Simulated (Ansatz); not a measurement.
**One shape, several levels: triplet CH4Si**

Aim: a comparison of 6 runs (U-r2SCAN/def2-TZVP, UB3LYP/def2-TZVP, UPBE/def2-TZVP, USVWN5/def2-TZVP, RPA@PBE/def2-TZVP, UMP2/def2-TZVP) of triplet CH4Si. 

Program for the calculation: Ansatz 0.2.0.

44 further runs of the same task are left out: 44 set aside as unsound or not needed.

## (1) Starting point

CH4Si: 6 atoms, total charge 0, spin state triplet. As SMILES of the parent species, `C[SiH]`. Geometry: relaxed at PBE0-D4/def2-TZVP. That shape belongs to the parent species and isn't relaxed for this state.

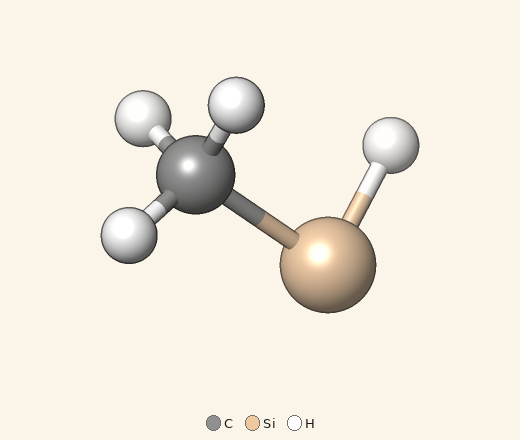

Viewed from a chosen angle; carbon grey, silicon light orange, hydrogen white.

## (2) A single-point energy at U-r2SCAN/def2-TZVP (run 1)

job.yaml reads:

```yaml
crystal:
  periodic: [false, false, false]
  atoms:
    - {symbol: C, position_ang: [-0.093500, -0.366000, -0.370300]}
    - {symbol: Si, position_ang: [0.917300, 0.209800, 1.122300]}
    - {symbol: H, position_ang: [-1.156900, -0.410100, -0.102200]}
    - {symbol: H, position_ang: [0.215000, -1.335600, -0.763000]}
    - {symbol: H, position_ang: [-0.024000, 0.382000, -1.170800]}
    - {symbol: H, position_ang: [0.142200, 1.520000, 1.284000]}
basis:
  gaussian:
    orbitals: def2-TZVP
magnetization:
  spin_polarized: true
  initial_magnetization: 2
hamiltonian:
  xc: {name: r2SCAN}
accuracy: high
output: {orbitals: {seedname: orbitals}}
```

Run with:

```sh
ansatz run job.yaml --threads 1 --pin off --max-ram 3480MiB --events-out events.jsonl --progress --plain --runs-dir runs
```

Standard output:

```text
Warning: RAYON_NUM_THREADS=1 ignored (pool sized by the plan → 1); use --threads N
Functional definition: r2SCAN
  name "r2SCAN"
  parameter k0 = 0.174
  parameter k1 = 0.065
  parameter a1 = 4.9479
  exchange = r2scan_x(k0 = k0, k1 = k1, a1 = a1)
  correlation = r2scan_c
1657 factors; integrals over basis functions are off by at most 3.7e-9 eV
mean field evaluation 1: about -8968.2020 eV, gradient 4.0e1 eV
mean field evaluation 2: about -8951.6000 eV, gradient 5.9e1 eV
mean field evaluation 4: about -8976.0327 eV, gradient 1.7e0 eV
mean field evaluation 8: about -8976.0497 eV, gradient 6.2e-2 eV
mean field evaluation 16: about -8976.0497 eV, gradient 6.5e-5 eV
mean field -8976.04970072 eV, -329.8637423166 hartree, gradient 7.2e-8 eV, S^2 2.004706; 0 other end points of the search recorded, 0 dependent functions left out
reference -8976.04970378 eV, -329.8637424290 hartree; 13, 11 occupied and 79, 81 virtual orbitals, 1657 factors
Total energy: -8976.04970378 eV, -329.8637424290 hartree
```

It took 13 s on 1 thread of Arm Neoverse V2, shared host; peak memory 0.33 GiB.

## (3) The energy at UB3LYP/def2-TZVP (run 2)

Edit job.yaml of step 2 so:

```diff
@@ -1 +1,3 @@
+basis:
+  gaussian: {orbitals: def2-TZVP}
 crystal:
@@ -9,11 +11,5 @@
     - {symbol: H, position_ang: [0.142200, 1.520000, 1.284000]}
-basis:
-  gaussian:
-    orbitals: def2-TZVP
-magnetization:
-  spin_polarized: true
-  initial_magnetization: 2
-hamiltonian:
-  xc: {name: r2SCAN}
+hamiltonian: {xc: {name: B3LYP}}
+magnetization: {spin_polarized: true, initial_magnetization: 2}
+output: {orbitals: {seedname: orbitals}}
 accuracy: high
-output: {orbitals: {seedname: orbitals}}
```

Run with:

```sh
ansatz run job.yaml --threads 1 --pin off --max-ram 3480MiB --events-out events.jsonl --progress --plain --runs-dir runs
```

Standard output:

```text
Warning: RAYON_NUM_THREADS=1 ignored (pool sized by the plan → 1); use --threads N
Functional definition: B3LYP
  name "B3LYP"
  parameter a0 = 0.2
  parameter ax = 0.72
  parameter ac = 0.81
  exchange = (1 - a0 - ax)*slater_x + ax*b88_x + a0*exact_x
  correlation = (1 - ac)*vwn_rpa_c + ac*lyp_c
1657 factors; integrals over basis functions are off by at most 3.7e-9 eV
mean field evaluation 1: about -8970.8269 eV, gradient 3.9e1 eV
mean field evaluation 2: about -8959.8232 eV, gradient 5.3e1 eV
mean field evaluation 4: about -8977.9966 eV, gradient 1.2e0 eV
mean field evaluation 8: about -8978.0581 eV, gradient 3.1e-2 eV
mean field evaluation 16: about -8978.0581 eV, gradient 4.2e-5 eV
mean field -8978.05810878 eV, -329.9375499514 hartree, gradient 7.9e-8 eV, S^2 2.002100; 0 other end points of the search recorded, 0 dependent functions left out
reference -8978.05814351 eV, -329.9375512275 hartree; 13, 11 occupied and 79, 81 virtual orbitals, 1657 factors
Total energy: -8978.05814351 eV, -329.9375512275 hartree
```

Run time: 9.9 s. Hardware: 1 thread of Arm Neoverse V2, shared host; peak memory 0.29 GiB.

Run 3 isn't shown in full; the table further down has it.

## (4) The energy at USVWN5/def2-TZVP (run 4)

run.yaml reads:

```yaml
basis:
  gaussian: {orbitals: def2-TZVP}
crystal:
  periodic: [false, false, false]
  atoms:
    - symbol: C
      position_ang: [-0.093500, -0.366000, -0.370300]
    - symbol: Si
      position_ang: [0.917300, 0.209800, 1.122300]
    - symbol: H
      position_ang: [-1.156900, -0.410100, -0.102200]
    - symbol: H
      position_ang: [0.215000, -1.335600, -0.763000]
    - symbol: H
      position_ang: [-0.024000, 0.382000, -1.170800]
    - symbol: H
      position_ang: [0.142200, 1.520000, 1.284000]
magnetization: {spin_polarized: true, initial_magnetization: 2}
hamiltonian: {xc: {name: SVWN5}}
accuracy: high
output: {orbitals: {seedname: orbitals}}
```

Run with:

```sh
ansatz run run.yaml --threads 1 --pin off --max-ram 3480MiB --events-out events.jsonl --progress --plain --runs-dir runs
```

Standard output:

```text
Warning: RAYON_NUM_THREADS=1 ignored (pool sized by the plan → 1); use --threads N
Functional definition: SVWN5
  name "SVWN5"
  exchange = slater_x
  correlation = vwn5_c
1657 factors; integrals over basis functions are off by at most 3.7e-9 eV
mean field evaluation 1: about -8924.7063 eV, gradient 4.7e1 eV
mean field evaluation 2: about -8894.2176 eV, gradient 7.4e1 eV
mean field evaluation 4: about -8934.8988 eV, gradient 3.6e0 eV
mean field evaluation 8: about -8934.9921 eV, gradient 8.9e-2 eV
mean field evaluation 16: about -8934.9922 eV, gradient 3.0e-5 eV
mean field -8934.99215700 eV, -328.3549054145 hartree, gradient 1.3e-8 eV, S^2 2.001870; 0 other end points of the search recorded, 0 dependent functions left out
reference -8934.99215996 eV, -328.3549055233 hartree; 13, 11 occupied and 79, 81 virtual orbitals, 1657 factors
Total energy: -8934.99215996 eV, -328.3549055233 hartree
```

Wall time 3.9 s (1 thread of Arm Neoverse V2, shared host); peak memory 0.21 GiB.

Run 5 isn't shown in full; the table further down has it.

## (5) The energy at UMP2/def2-TZVP (run 6)

job.yaml reads:

```yaml
basis:
  gaussian:
    orbitals: def2-TZVP
crystal:
  periodic: [false, false, false]
  atoms:
    - symbol: C
      position_ang: [-0.093500, -0.366000, -0.370300]
    - symbol: Si
      position_ang: [0.917300, 0.209800, 1.122300]
    - symbol: H
      position_ang: [-1.156900, -0.410100, -0.102200]
    - symbol: H
      position_ang: [0.215000, -1.335600, -0.763000]
    - symbol: H
      position_ang: [-0.024000, 0.382000, -1.170800]
    - symbol: H
      position_ang: [0.142200, 1.520000, 1.284000]
correlation:
  method: mp2
  frozen_orbitals: {C: 1, H: 0, Si: 5}
magnetization:
  spin_polarized: true
  initial_magnetization: 2
accuracy: high
total_charge: 0
```

Run with:

```sh
ansatz run job.yaml --threads 1 --pin off --max-ram 3480MiB --events-out events.jsonl --progress --plain --runs-dir runs
```

Standard output:

```text
Warning: RAYON_NUM_THREADS=1 ignored (pool sized by the plan → 1); use --threads N
Functional definition: HF
  name "HF"
  exchange = exact_x
  correlation = 0
1657 factors; integrals over basis functions are off by at most 3.7e-9 eV
mean field evaluation 1: about -8951.9006 eV, gradient 1.8e1 eV
mean field evaluation 2: about -8951.9103 eV, gradient 1.8e1 eV
mean field evaluation 4: about -8954.1565 eV, gradient 2.4e0 eV
mean field evaluation 8: about -8954.2790 eV, gradient 1.8e-1 eV
mean field evaluation 16: about -8954.2802 eV, gradient 2.0e-8 eV
mean field -8954.28017157 eV, -329.0637268761 hartree, gradient 2.0e-8 eV, S^2 2.004787; 0 other end points of the search recorded, 0 dependent functions left out
6 core orbitals not correlated: weight in the atoms' cores, before any rotation towards them, 1.000 or more for the frozen orbitals, at most 0.000 for the correlated occupied ones
reference -8954.28017157 eV, -329.0637268761 hartree; 7, 5 occupied and 79, 81 virtual orbitals, 1657 factors
second order -6.90492875 eV of doubles, -0.00000000 eV of singles
Total energy: -8961.18510032 eV, -329.3174783275 hartree
```

Run time: 2.5 s. Hardware: 1 thread of Arm Neoverse V2, shared host; peak memory 0.22 GiB.

## (6) Overview of the runs

| run | level | frozen core orbitals | energy (Eh) | HOMO energy (eV) | ⟨S²⟩ | wall time |
| --- | --- | --- | --- | --- | --- | --- |
| 1 | U-r2SCAN/def2-TZVP | – | -329.863742 | -4.46 | 2.005 | 13 s |
| 2 | UB3LYP/def2-TZVP | – | -329.937551 | -4.84 | 2.002 | 9.9 s |
| 3 | UPBE/def2-TZVP | – | -329.704403 | -4.13 | 2.003 | 6.9 s |
| 4 | USVWN5/def2-TZVP | – | -328.354906 | -4.08 | 2.002 | 3.9 s |
| 5 | RPA@PBE/def2-TZVP | 6 | -329.523764 | – | 2.003 | 8.7 s |
| 6 | UMP2/def2-TZVP | 6 | -329.317478 | – | 2.005 | 2.5 s |

## (7) Summary of results

```
                                          quantity          value
                               run 6: total energy  -329.31748 Eh
run 6: correlation energy (6 core orbitals frozen)     -253.8 mEh
          run 6: ⟨S²⟩ of the reference determinant          2.005
```

What this shows: Totals of different functionals can't be ranked against each other. All runs together took 45 s, the longest 13 s.
